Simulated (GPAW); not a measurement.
The Ru L₃ edge of atom 1 in NbRu (Pm-3m), with 8 Nb at 2.76 Å and 6 Ru at 3.18 Å (cube and octahedron, as in bcc, site symmetry m-3m), was computed in 2 ways: excited-electron core hole (neutral cell) and no core hole. Program and functional: GPAW, LDA, Gaussian full width 2 eV up to 4 eV, rising linearly to 3.5 eV at 25 eV; cells of 2 and 18 atoms (the run without a hole in the smaller).

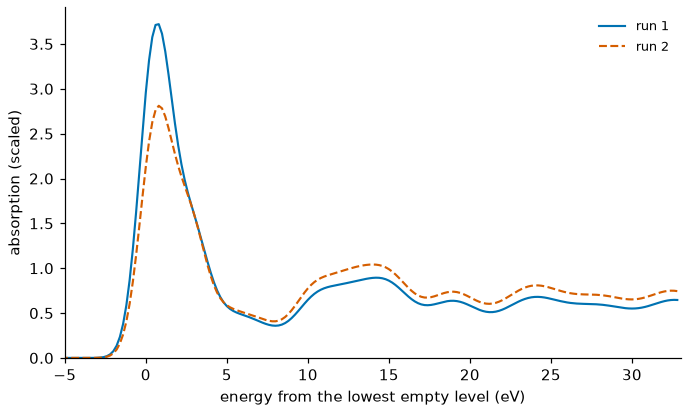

Each run is counted from its own lowest empty level or Fermi level and scaled to a mean of 1 over its first 20 eV.

Question: Which run is which?

Run 1: no core hole (area from −2 to 6 eV 13.2, main maxima 0.8 eV (3.72), 14.2 eV (0.89) and 24.2 eV (0.68)). Run 2: excited-electron core hole (neutral cell) (area from −2 to 6 eV 11.0, main maxima 0.8 eV (2.81), 14.0 eV (1.04), 19.0 eV (0.74) and 24.2 eV (0.81)). With each curve scaled to its own mean, the area from −2 to 6 eV with the hole is 11.0 against 13.2, and the centre of weight from −1 to 20 eV moves by +1.0 eV (first and strongest maxima below 20 eV: 0.8 eV (3.72) and 14.2 eV (0.89) without the hole, 0.8 eV (2.81), 14.0 eV (1.04) and 19.0 eV (0.74) with it): the near-edge weight falls against the higher-lying part.

[Hosts, paths, dates, database ids (printed as entryN), source tags and the programs' standing remarks are cut or masked in the printed files.]

[Lists of maxima count a maximum above −3 eV only where it reaches 4 % of the highest in the window and stands out from its surroundings by 2 % of it (1.5 % where it reaches 55 %); shoulders and weaker maxima are passed over, and of the rest the first, up to two pre-edge ones and the few strongest are named.]
